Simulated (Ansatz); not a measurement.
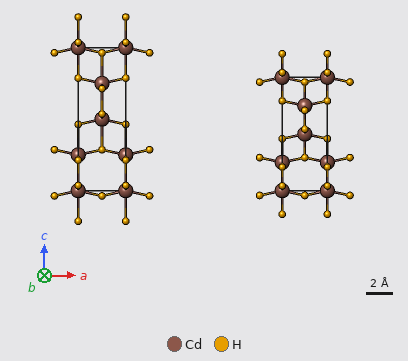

Two geometries of crystalline CdH2 (built on the anatase type), drawn at one scale. One is the start of a relaxation, the other its converged end. The picture is a ball-and-stick view of the conventional cell (2 times the calculation's cell), seen along the b axis. Lengths and directions refer to the drawn axes.

Theory: DFT, PBEsol, plane waves, PAW (Ansatz). Set-up: plane-wave cutoff 420 eV; k-point mesh 8 × 8 × 8; occupations fermi dirac; smearing width 0.03 eV; no spin polarisation; cell and atoms relaxed; force threshold 0.01 eV/Å; at most 120 steps.

> Which of the two is the end point?

The left one is the relaxed one. The largest moves relative to the cell, 0.061 Å, are those of H atoms. Cd stays in place. The volume changes by +39.8 %, with a = b 3.537 → 3.724 Å (+5.3 %), c 8.879 → 11.205 Å (+26.2 %). Some distances before and after: Cd–H 1.847 → 2.392 Å, Cd–Cd 2.838 → 3.363 Å, Cd–H 1.808 → 1.906 Å. The space group stays I4_1/amd (No. 141). Over 14 accepted moves (17 points after the start) the energy falls by 301 meV per atom. The largest force component goes from 1.1 to under 0.0001 eV/Å. The pressure goes from 33.01 to 0.00 GPa. At 3 points the geometry stayed and the basis and grid were re-selected for the new cell (energy shift of 6.7 meV per atom at most each time).
